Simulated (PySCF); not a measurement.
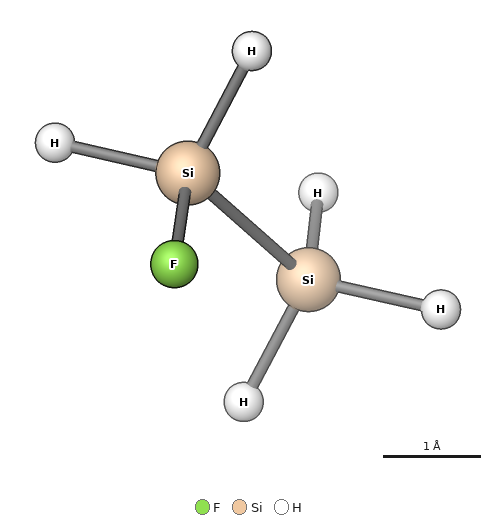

*The input geometry (ball-and-stick view, seen at a tilt).*

## GW calculation, with input and output: Si2H5F

The run: GW calculation of Si2H5F, SMILES F[SiH2][SiH3]. Method and program: G0W0 (PBE0)/6-31G, RKS (PySCF 2.14.0).

The geometry comes from this level: PBE0-D4/def2-TZVP.

Output
```
converged SCF energy = -681.392653271173
Final energy -681.3926532711725

WARN: GW QP energies may not be sorted from min to max

orbital   mean field (eV)   quasiparticle (eV)
  20      -9.5777     -11.4728
  21      -8.5207      -9.9530
  22      -0.1731       2.6087
  23       0.8840       3.6477
```

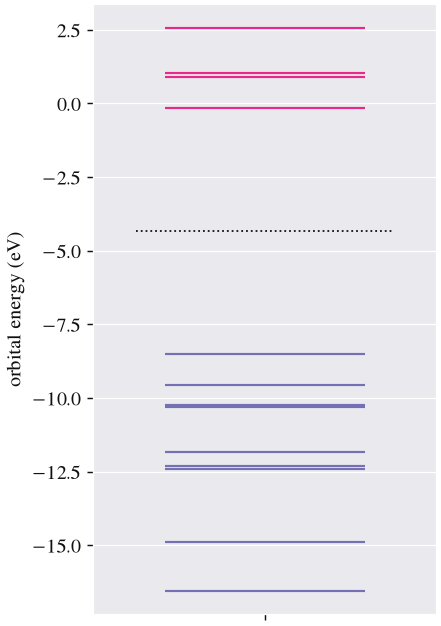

*Orbital energies near the frontier; the dotted line parts filled from empty levels, and levels within 0.02 eV of each other stand side by side.*

Highest filled −8.52 eV, lowest empty −0.17 eV, 8.35 eV apart.

The run was set up as follows.

The input (input.py)
```python
from pyscf import gto, dft, gw

system = gto.Mole()
system.atom = '''
F     -3.808176     1.863459    -0.428590
Si    -1.087348     1.098120    -1.537481
Si     1.197141    -1.155001     1.512537
H     -1.509324    -0.448810    -3.843514
H      0.237539     3.467081    -2.259546
H      1.605322     0.412338     3.807987
H      3.695737    -1.835113     0.413661
H     -0.156658    -3.509977     2.229499
'''
system.unit = 'bohr'
system.max_memory = 1860
system.spin = 0
system.verbose = 3
system.basis = '6-31g'
system.build()

mf = dft.RKS(system, xc='pbe0')
mf.conv_tol = 1e-10
mf.grids.level = 4
mf.kernel()
if not mf.converged:
    mf = mf.newton().run(mf.mo_coeff, mf.mo_occ)

e_final = mf.e_tot
print('Final energy', e_final)

nocc = system.nelec[0]
orbs = list(range(max(0, nocc - 2), min(system.nao, nocc + 2)))
mygw = gw.GW(mf, freq_int='ac')
mygw.orbs = orbs
mygw.kernel()
print('orbital   mean field (eV)   quasiparticle (eV)')
for p in orbs:
    print('%4d %12.4f %12.4f' % (p + 1, mf.mo_energy[p] * 27.211386, mygw.mo_energy[p] * 27.211386))
```

Launch command:
```bash
OMP_NUM_THREADS=1 python input.py
```

Summary

```csv
quantity,value
outcome,converged
total energy,−681.392653 hartree
basis functions,45
HOMO,−8.52 eV
LUMO,−0.17 eV
dipole moment,2.00 D
hardware,"1 thread of Arm Neoverse V1, 24 GiB of memory available, shared host"
wall time,7.8 s
peak memory,0.29 GiB
```
